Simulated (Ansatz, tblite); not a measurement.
# SiClH3 (SiH3Cl): removing an electron

What does removing an electron cost or gain for SiClH3 (SiH3Cl)? Each charged state is run at several levels.

Program: Ansatz 0.2.0, Gaussian basis. Level of theory: as each input shows. These are calculated values, not measurements.

Levels to be run: charge +1 doublet, at the geometry of the singlet (PBE0-D4/def2-TZVP, PBE-D4/def2-TZVP, r2SCAN-D4/def2-TZVP, CCSD(T)/def2-TZVPP); the starting singlet's energies come from earlier runs.

### Step 1. The relaxed structure

The singlet was relaxed beforehand with r2SCAN-D4/def2-TZVP.

5 atoms, charge 0, spin multiplicity 1.

Atoms are counted from 1 here; the program's logs count them from 0.

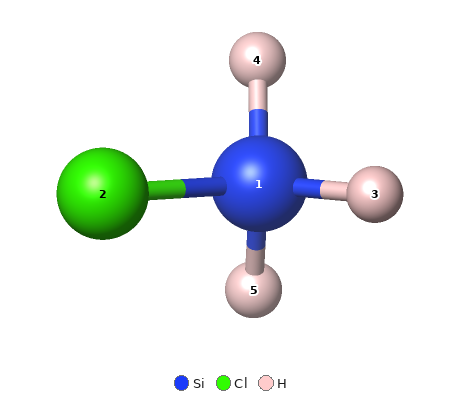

The structure; silicon blue, chlorine green, hydrogen pink; atoms are numbered from 1 in the order of the file.

### Step 2. Charge +1 doublet at the fixed geometry, PBE0-D4/def2-TZVP

The input, in.yaml:

```yaml
crystal:
  periodic: [false, false, false]
  atoms:
    - {symbol: Si, position_ang: [-0.000836, 0.001355, -0.127976]}
    - {symbol: Cl, position_ang: [0.012849, -0.020286, 1.927808]}
    - {symbol: H, position_ang: [1.398116, 0.011221, -0.609226]}
    - {symbol: H, position_ang: [-0.709233, 1.218089, -0.582484]}
    - {symbol: H, position_ang: [-0.700887, -1.210389, -0.608131]}
basis:
  gaussian: {orbitals: def2-TZVP}
total_charge: 1
magnetization: {spin_polarized: true, initial_magnetization: 1}
hamiltonian: {xc: pbe0, dispersion: d4}
output: {orbitals: {seedname: orbitals}}
```

Launch:

```console
> ansatz run in.yaml --threads 2 --pin off --events-out ev --progress --plain --max-ram 4352MiB
```

Output:

```text
Functional definition: PBE0
  name "PBE0"
  cite "Adamo & Barone, J. Chem. Phys. 110, 6158 (1999) doi:10.1063/1.478522"
  cite "Perdew, Burke & Ernzerhof, Phys. Rev. Lett. 77, 3865 (1996) doi:10.1103/PhysRevLett.77.3865"
  parent pbe
  parameter a = 0.25
  parameter kappa = 0.804
  parameter beta = 0.06672455060314922
  exchange = (1 - a)*pbe_x(kappa = kappa, mu = beta*pi^2/3) + a*exact_x
  correlation = pbe_c(beta = beta)
668 factors; their error is unknown
mean field evaluation 1: about -20430.2721 eV, gradient 1.7e1 eV
mean field evaluation 2: about -20428.9793 eV, gradient 2.3e1 eV
mean field evaluation 4: about -20431.7844 eV, gradient 2.2e0 eV
mean field evaluation 8: about -20431.8826 eV, gradient 1.1e-1 eV
mean field evaluation 16: about -20431.8827 eV, gradient 4.2e-3 eV
mean field evaluation 32: about -20431.8817 eV, gradient 3.9e-1 eV
mean field -20431.88284346 eV, -750.8578452695 hartree, gradient 3.5e-6 eV, S^2 0.758504; 4 other end points of the search recorded, 0 dependent functions left out
reference -20431.88286891 eV, -750.8578462047 hartree; 17, 16 occupied and 75, 76 virtual orbitals, 668 factors
Total energy: -20431.92976963 eV, -750.8595697746 hartree
```

It took 6.5 s on 2 threads of Arm Neoverse V2, shared host.

Report: HOMO -15.77 eV, LUMO -13.85 eV (over both spins); ⟨S²⟩ 0.759 (pure: 0.75).

### Step 3. Charge +1 doublet at the fixed geometry, PBE-D4/def2-TZVP

start.molden holds the orbitals of an earlier run on this state, given as this run's starting guess.

in.yaml: that of step 2 with these lines changed.

```diff
@@ -9,6 +9,7 @@
 basis:
-  gaussian: {orbitals: def2-TZVP}
+  gaussian: {orbitals: def2-TZVP, initial_orbitals: start.molden}
 total_charge: 1
 magnetization: {spin_polarized: true, initial_magnetization: 1}
-hamiltonian: {xc: pbe0, dispersion: d4}
+hamiltonian: {xc: pbe, dispersion: d4}
+scf: {omitted_lower_state_checks: [starts]}
 output: {orbitals: {seedname: orbitals}}
```

Same command.

Output:

```text
Functional definition: PBE
  name "PBE"
  cite "Perdew, Burke & Ernzerhof, Phys. Rev. Lett. 77, 3865 (1996) doi:10.1103/PhysRevLett.77.3865"
  parent pbe
  parameter kappa = 0.804
  parameter beta = 0.06672455060314922
  exchange = pbe_x(kappa = kappa, mu = beta*pi^2/3)
  correlation = pbe_c(beta = beta)
these checks for a lower state are left out or cut short: starts
640 factors; their error is unknown
mean field evaluation 1: about -20430.2213 eV, gradient 7.2e0 eV
mean field evaluation 2: about -20430.2938 eV, gradient 1.5e-1 eV
mean field evaluation 4: about -20430.2870 eV, gradient 3.1e-3 eV
mean field evaluation 8: about -20430.2870 eV, gradient 1.8e-5 eV
mean field -20430.28700007 eV, -750.7991991066 hartree, gradient 9.6e-6 eV, S^2 0.753575; 0 other end points of the search recorded, 0 dependent functions left out
reference -20430.28703420 eV, -750.7992003610 hartree; 17, 16 occupied and 75, 76 virtual orbitals, 640 factors
Total energy: -20430.34345066 eV, -750.8012736275 hartree
Checks for a lower state left out: starts
```

It took 1.9 s on 2 threads of Arm Neoverse V2, shared host.

Report: HOMO -14.45 eV, LUMO -14.55 eV (over both spins; with the spin held, an empty level of the minority spin lies below the top filled one); ⟨S²⟩ 0.754 (pure: 0.75).

### Step 4. Charge +1 doublet at the fixed geometry, r2SCAN-D4/def2-TZVP

in.yaml: that of step 3 with these lines changed.

```diff
@@ -12,3 +12,3 @@
 magnetization: {spin_polarized: true, initial_magnetization: 1}
-hamiltonian: {xc: pbe, dispersion: d4}
+hamiltonian: {xc: r2scan, dispersion: d4}
 scf: {omitted_lower_state_checks: [starts]}
```

Launched as before.

Output, shortened:

```text
Functional definition: r2SCAN
  name "r2SCAN"
  cite "Furness, Kaplan, Ning, Perdew & Sun, J. Phys. Chem. Lett. 11, 8208 (2020) doi:10.1021/acs.jpclett.0c02405"
  cite "Furness, Kaplan, Ning, Perdew & Sun, J. Phys. Chem. Lett. 11, 9248 (2020) doi:10.1021/acs.jpclett.0c03077"
  parent r2scan
[...]
640 factors; their error is unknown
[...]
mean field -20437.92699979 eV, -751.0799639180 hartree, gradient 8.5e-6 eV, S^2 0.758793; 0 other end points of the search recorded, 0 dependent functions left out
reference -20437.92701158 eV, -751.0799643512 hartree; 17, 16 occupied and 75, 76 virtual orbitals, 640 factors
Total energy: -20437.93895334 eV, -751.0804032028 hartree
Checks for a lower state left out: starts
```

Wall time 4.5 s (2 threads of Arm Neoverse V2, shared host).

From the report: HOMO -14.76 eV, LUMO -14.56 eV (over both spins); ⟨S²⟩ 0.759 (pure: 0.75).

### Step 5. Charge +1 doublet at the fixed geometry, CCSD(T)/def2-TZVPP

in.yaml: that of step 4 with these lines changed.

```diff
@@ -9,7 +9,7 @@
 basis:
-  gaussian: {orbitals: def2-TZVP, initial_orbitals: start.molden}
+  gaussian: {orbitals: def2-TZVPP, initial_orbitals: start.molden}
 total_charge: 1
 magnetization: {spin_polarized: true, initial_magnetization: 1}
-hamiltonian: {xc: r2scan, dispersion: d4}
-scf: {omitted_lower_state_checks: [starts]}
+correlation: {method: ccsd_t}
+scf: {omitted_lower_state_checks: [starts, cluster_reference]}
 output: {orbitals: {seedname: orbitals}}
```

The command is unchanged.

Output, shortened:

```text
Functional definition: HF
  name "HF"
  cite "Fock, Z. Phys. 61, 126 (1930) doi:10.1007/BF01340294"
  parent pbe
[...]
716 factors; integrals over basis functions are off by at most 1.1e-3 eV
[...]
mean field -20404.39705509 eV, -749.8477611776 hartree, gradient 6.9e-10 eV, S^2 0.764214; 0 other end points of the search recorded, 0 dependent functions left out
10 core orbitals not correlated: weight in the atoms' cores, before any rotation towards them, 1.000 or more for the frozen orbitals, at most 0.000 for the correlated occupied ones
reference -20404.39705509 eV, -749.8477611776 hartree; 7, 6 occupied and 109, 110 virtual orbitals, 716 factors
second order -7.63829559 eV of doubles, -0.00000000 eV of singles
cycle   1  -8.52801577 eV  change   -8.9e-1 eV  update   8.0e-2
[...]
cycle  11  -8.96001727 eV  change   -1.8e-6 eV  update   9.5e-6
perturbative correction -0.33412008 eV, -0.0122786864 hartree
Total energy: -20413.69119244 eV, -750.1893144253 hartree
Checks for a lower state left out: starts, cluster_reference
```

Wall time 12 s (2 threads of Arm Neoverse V2, shared host); peak memory 1.1 GiB.

From the report: Hartree-Fock HOMO -18.89 eV, LUMO -9.44 eV (over both spins); ⟨S²⟩ 0.764 (pure: 0.75); T1 0.046. Doubts: large T1 diagnostic.

### Step 6. Vertical ionisation energy

Charged state less starting state, singlet to doublet; the starting state's energies are those of its earlier runs.

```
              level  vertical ionisation energy (eV)   time
     HF/def2-TZVPP†                           +10.90       
   PBE-D4/def2-TZVP                           +11.14  2.5 s
r2SCAN-D4/def2-TZVP                           +11.33  5.7 s
  PBE0-D4/def2-TZVP                           +11.47  7.3 s
    MP2/def2-TZVPP†                           +11.98       
   CCSD/def2-TZVPP†                           +11.70       
CCSD(T)/def2-TZVPP†                           +11.71   14 s
```

Times add the two runs; a level without a time comes out of a correlated run. † marks a level with a doubtful state (flagged, unstable, out of aufbau order, or strongly spin-contaminated); such levels are left out of the summary. CCSD(T)/def2-TZVPP is no safe reference here (large T1 diagnostic).

Beside −ε(HOMO) of the starting state:

```
              level  −ε(HOMO) (eV)  by difference (eV)  mismatch (eV)
   PBE-D4/def2-TZVP           7.65               11.14          -3.49
r2SCAN-D4/def2-TZVP           8.01               11.33          -3.32
  PBE0-D4/def2-TZVP           9.03               11.47          -2.44
```

### Step 7. Outcome

```
                                            quantity                                 value
vertical ionisation energy, functionals in def2-TZVP  11.14 (PBE-D4) to 11.47 eV (PBE0-D4)
```

What this shows: The vertical ionisation energy spans 11.14 to 11.47 eV over the functionals. −ε(HOMO) misses the level's own difference by -2.44 eV at best (PBE0-D4) and -3.49 eV at worst (PBE-D4).
